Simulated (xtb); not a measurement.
## Geometry relaxation of CH3F2OTa (part 2 of 3)

Continued. System: CH3F2OTa. Method: GFN1-xTB (xtb 6.7.1 later snapshot). The geometry comes from this level: GFN2-xTB.

Geometry of the input (Å):
```
C  -0.9213  -0.0702  0.5909
Ta 1.0148  0.0703  -0.6367
O  2.0306  -0.7198  0.4734
F  0.4618  -0.9303  -2.0855
F  1.1420  1.9109  -0.6861
H  -1.6671  -0.6230  0.0171
H  -0.7672  -0.5752  1.5429
H  -1.2936  0.9373  0.7841
```

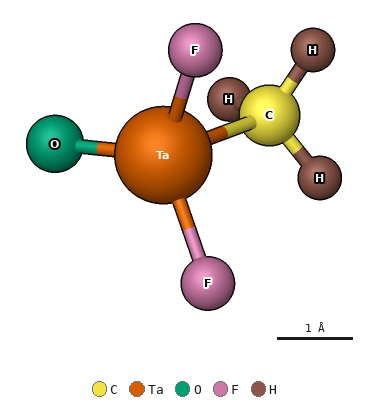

*The input geometry (ball-and-stick view, seen at a tilt). Sticks mark near contacts.*

**What the program printed, continued**
```
 iter      E             dE          RMSdq      gap      omega  full diag
   1    -20.8929150 -0.208929E+02  0.743E-02    3.51       0.0  T
   2    -20.8929393 -0.243317E-04  0.443E-02    3.50       1.0  T
   3    -20.8929613 -0.219961E-04  0.123E-02    3.49       2.9  T
   4    -20.8929616 -0.315244E-06  0.578E-03    3.49       6.1  T
   5    -20.8929617 -0.547764E-07  0.132E-03    3.49      26.8  T
   6    -20.8929617 -0.603347E-08  0.123E-04    3.49     286.3  T
   7    -20.8929617 -0.362306E-10  0.151E-05    3.49    2348.3  T
     SCC iter.                  ...        0 min,  0.001 sec
     gradient                   ...        0 min,  0.002 sec
 * total energy  :   -20.7918029 Eh     change       -0.2240623E-03 Eh
   gradient norm :     0.0024852 Eh/α   predicted    -0.3434992E-03 (  53.31%)
   displ. norm   :     0.0643047 α      lambda       -0.1134310E-03
   maximum displ.:     0.0443792 α      in ANC's #6, #3, #8, ...

........................................................................
.............................. CYCLE    5 ..............................
........................................................................

 iter      E             dE          RMSdq      gap      omega  full diag
   1    -20.8935008 -0.208935E+02  0.238E-02    3.52       0.0  T
   2    -20.8935024 -0.167517E-05  0.129E-02    3.52       2.7  T
   3    -20.8935044 -0.192350E-05  0.617E-03    3.52       5.7  T
   4    -20.8935044 -0.598927E-07  0.250E-03    3.52      14.1  T
   5    -20.8935044 -0.203734E-07  0.184E-04    3.52     191.8  T
   6    -20.8935044 -0.772786E-10  0.220E-05    3.52    1609.1  T
     SCC iter.                  ...        0 min,  0.001 sec
     gradient                   ...        0 min,  0.002 sec
 * total energy  :   -20.7918531 Eh     change       -0.5015661E-04 Eh
   gradient norm :     0.0009902 Eh/α   predicted    -0.5695101E-04 (  13.55%)
   displ. norm   :     0.0225997 α      lambda       -0.7216606E-05
   maximum displ.:     0.0195754 α      in ANC's #4, #6, #12, ...

........................................................................
.............................. CYCLE    6 ..............................
........................................................................

 iter      E             dE          RMSdq      gap      omega  full diag
   1    -20.8936539 -0.208937E+02  0.504E-03    3.51       0.0  T
   2    -20.8936540 -0.994742E-07  0.322E-03    3.52      11.0  T
   3    -20.8936541 -0.781192E-07  0.107E-03    3.52      33.2  T
   4    -20.8936541 -0.174583E-08  0.348E-04    3.52     101.7  T
   5    -20.8936541 -0.374733E-09  0.102E-04    3.52     347.9  T
   6    -20.8936541 -0.178915E-10  0.158E-05    3.52    2242.5  T
     SCC iter.                  ...        0 min,  0.001 sec
     gradient                   ...        0 min,  0.002 sec
 * total energy  :   -20.7918541 Eh     change       -0.1046431E-05 Eh
   gradient norm :     0.0009292 Eh/α   predicted    -0.3608767E-05 ( 244.86%)
   displ. norm   :     0.0109941 α      lambda       -0.2928828E-05
   maximum displ.:     0.0104178 α      in ANC's #4, #12, #13, ...

   *** GEOMETRY OPTIMIZATION CONVERGED AFTER 6 ITERATIONS ***

------------------------------------------------------------------------
 total energy gain   :        -0.0043402 Eh       -2.7235 kcal/mol
 total RMSD          :         0.0941459 a0        0.0498 Å
 total power (kW/mol):        -1.8991903 (step) -416.1524 (real)
------------------------------------------------------------------------

 ANCopt (total)                0 d,  0 h,  0 min,  0.027 sec
 optimizer setup                ...        0 min,  0.000 sec (  0.220%)
 model hessian                  ...        0 min,  0.000 sec (  0.995%)
 ANC generation                 ...        0 min,  0.000 sec (  0.497%)
 coordinate transformation      ...        0 min,  0.000 sec (  0.112%)
 single point calculation       ...        0 min,  0.026 sec ( 95.034%)
 optimization log               ...        0 min,  0.000 sec (  1.203%)
 hessian update                 ...        0 min,  0.000 sec (  0.081%)
 rational function              ...        0 min,  0.000 sec (  1.243%)

================
 final structure:
================
8
 xtb: 6.7.1
C           -0.88255837491167       -0.06840221302290        0.56830098410448
Ta           0.96381087503967        0.06822329049637       -0.60745388360039
O            2.03386183122686       -0.71608817780923        0.46444947564808
F            0.45748867672750       -0.87526520596312       -2.02941896433152
F            1.10819886018831        1.84037504461496       -0.69202472669232
H           -1.64328210554110       -0.61287314269739        0.00419735857898
H           -0.76376804822994       -0.56860115928112        1.52797244571485
H           -1.27375171449963        0.93262156366242        0.76397731057784

 Bond Distances (Angstroems)
 ---------------------------
C1-Ta2=2.1932        C1-H6=1.0924         C1-H7=1.0887         C1-H8=1.0924         Ta2-C1=2.1932        Ta2-O3=1.7056
Ta2-F4=1.7800        Ta2-F5=1.7800        O3-Ta2=1.7056        F4-Ta2=1.7800        F5-Ta2=1.7800        H6-C1=1.0924
H7-C1=1.0887         H8-C1=1.0924
 C  H  Rav=1.0912 sigma=0.0017  Rmin=1.0887  Rmax=1.0924     3
 Ta C  Rav=2.1932 sigma=0.0000  Rmin=2.1932  Rmax=2.1932     1
 Ta O  Rav=1.7056 sigma=0.0000  Rmin=1.7056  Rmax=1.7056     1
 Ta F  Rav=1.7800 sigma=0.0000  Rmin=1.7800  Rmax=1.7800     2

 selected bond angles (degree)
 --------------------
H6-C1-Ta2=109.91               H7-C1-Ta2=114.16               H7-C1-H6=107.59                H8-C1-Ta2=109.90
H8-C1-H6=107.45                H8-C1-H7=107.59                O3-Ta2-C1= 99.36               F4-Ta2-C1= 98.96
F4-Ta2-O3=115.90               F5-Ta2-C1= 98.96               F5-Ta2-O3=115.90               F5-Ta2-F4=120.85

 selected dihedral angles (degree)
 ---------------------------------
O3-Ta2-C1-H6=239.07           O3-Ta2-C1-H7=  0.05           O3-Ta2-C1-H8=121.02           F4-Ta2-C1-H6=357.37
F4-Ta2-C1-H7=118.35           F4-Ta2-C1-H8=239.32           F5-Ta2-C1-H6=120.77           F5-Ta2-C1-H7=241.74
F5-Ta2-C1-H8=  2.72
           -------------------------------------------------
          |                Final Singlepoint                |
           -------------------------------------------------

          ...................................................
          :                      SETUP                      :
          :.................................................:
          :  # basis functions                  32          :
          :  # atomic orbitals                  31          :
          :  # shells                           17          :
          :  # electrons                        32          :
          :  # halogen bonds                     0          :
          :  max. iterations                   250          :
          :  Hamiltonian                  GFN1-xTB          :
          :  restarted?                      false          :
          :  GBSA solvation                  false          :
          :  PC potential                    false          :
          :  electronic temp.          300.0000000     K    :
          :  accuracy                    1.0000000          :
          :  -> integral cutoff          0.2500000E+02      :
          :  -> integral neglect         0.1000000E-07      :
          :  -> SCF convergence          0.1000000E-05 Eh   :
          :  -> wf. convergence          0.2000000E-04 e    :
          :  Broyden damping             0.4000000          :
          :  net charge                          0          :
          :  unpaired electrons                  0          :
          ...................................................

 iter      E             dE          RMSdq      gap      omega  full diag
   1    -20.8936541 -0.208937E+02  0.227E-06    3.52       0.0  T
   2    -20.8936541 -0.142109E-13  0.115E-06    3.52   30838.9  T
   3    -20.8936541  0.497380E-13  0.849E-07    3.52   41641.3  T

   *** convergence criteria satisfied after 3 iterations ***

         #    Occupation            Energy/Eh            Energy/eV
      -------------------------------------------------------------
         1        2.0000           -0.8252596             -22.4565
       ...           ...                  ...                  ...
        10        2.0000           -0.5084147             -13.8347
        11        2.0000           -0.5054311             -13.7535
        12        2.0000           -0.5036560             -13.7052
        13        2.0000           -0.4747202             -12.9178
        14        2.0000           -0.4689268             -12.7601
        15        2.0000           -0.4633091             -12.6073
        16        2.0000           -0.4311905             -11.7333 (HOMO)
        17                         -0.3020069              -8.2180 (LUMO)
        18                         -0.2732427              -7.4353
        19                         -0.1936660              -5.2699
        20                         -0.1790425              -4.8720
        21                         -0.1658324              -4.5125
       ...                                ...                  ...
        31                          0.8012165              21.8022
      -------------------------------------------------------------
                  HL-Gap            0.1291836 Eh            3.5153 eV
             Fermi-level           -0.3665987 Eh           -9.9757 eV

 SCC (total)                   0 d,  0 h,  0 min,  0.004 sec
 SCC setup                      ...        0 min,  0.000 sec (  1.086%)
 Dispersion                     ...        0 min,  0.000 sec (  0.402%)
 classical contributions        ...        0 min,  0.000 sec (  0.140%)
 integral evaluation            ...        0 min,  0.001 sec ( 31.050%)
 iterations                     ...        0 min,  0.001 sec ( 12.759%)
 molecular gradient             ...        0 min,  0.002 sec ( 51.533%)
 printout                       ...        0 min,  0.000 sec (  2.733%)

         :::::::::::::::::::::::::::::::::::::::::::::::::::::
         ::                     SUMMARY                     ::
         :::::::::::::::::::::::::::::::::::::::::::::::::::::
         :: total energy             -20.791854143912 Eh    ::
         :: gradient norm              0.000929087088 Eh/a0 ::
         :: HOMO-LUMO gap              3.515265162227 eV    ::
         ::.................................................::
         :: SCC energy               -20.893654118809 Eh    ::
         :: -> electrostatic           0.157413027680 Eh    ::
         :: repulsion energy           0.103866626197 Eh    ::
         :: dispersion energy         -0.002066651300 Eh    ::
         :: halogen bond corr.         0.000000000000 Eh    ::
         :: add. restraining           0.000000000000 Eh    ::
         :: total charge              -0.000000000000 e     ::
         :::::::::::::::::::::::::::::::::::::::::::::::::::::

           -------------------------------------------------
          |                Numerical Hessian                |
           -------------------------------------------------
step length          :   0.00500
SCC accuracy         :   0.30000
Hessian scale factor :   1.00000
frozen atoms in %    :   0.00000    0
RMS gradient         :   0.00093
estimated CPU  time      0.00 min

writing file <hessian>, containing the non-mass-weighted Hessian matrix in atomic units (Eₕ/Bohr²).

 projected vibrational frequencies (cm⁻¹)
eigval :       -0.00     0.00     0.00     0.00     0.00     0.00
eigval :     -100.29   123.71   140.57   145.86   173.04   189.61
eigval :      441.28   516.84   522.44   566.71   607.38   961.17
eigval :     1217.43  1442.35  1448.00  2995.58  3035.10  3068.65
           -------------------------------------------------
          |                Property Printout                |
           -------------------------------------------------

    * Orbital Energies and Occupations

         #    Occupation            Energy/Eh            Energy/eV
      -------------------------------------------------------------
         1        2.0000           -0.8252596             -22.4565
       ...           ...                  ...                  ...
         4        2.0000           -0.6191380             -16.8476
         5        2.0000           -0.5193432             -14.1320
         6        2.0000           -0.5172743             -14.0758
         7        2.0000           -0.5165382             -14.0557
         8        2.0000           -0.5144313             -13.9984
         9        2.0000           -0.5123532             -13.9418
        10        2.0000           -0.5084147             -13.8347
        11        2.0000           -0.5054311             -13.7535
        12        2.0000           -0.5036560             -13.7052
        13        2.0000           -0.4747202             -12.9178
        14        2.0000           -0.4689268             -12.7601
        15        2.0000           -0.4633091             -12.6073
        16        2.0000           -0.4311905             -11.7333 (HOMO)
        17                         -0.3020069              -8.2180 (LUMO)
        18                         -0.2732427              -7.4353
        19                         -0.1936660              -5.2699
        20                         -0.1790425              -4.8720
        21                         -0.1658324              -4.5125
        22                         -0.1371082              -3.7309
        23                         -0.0530593              -1.4438
        24                         -0.0471366              -1.2827
        25                          0.1484622               4.0399
        26                          0.2447426               6.6598
        27                          0.2678426               7.2884
       ...                                ...                  ...
        31                          0.8012165              21.8022
      -------------------------------------------------------------
                  HL-Gap            0.1291836 Eh            3.5153 eV
             Fermi-level           -0.3665987 Eh           -9.9757 eV
```
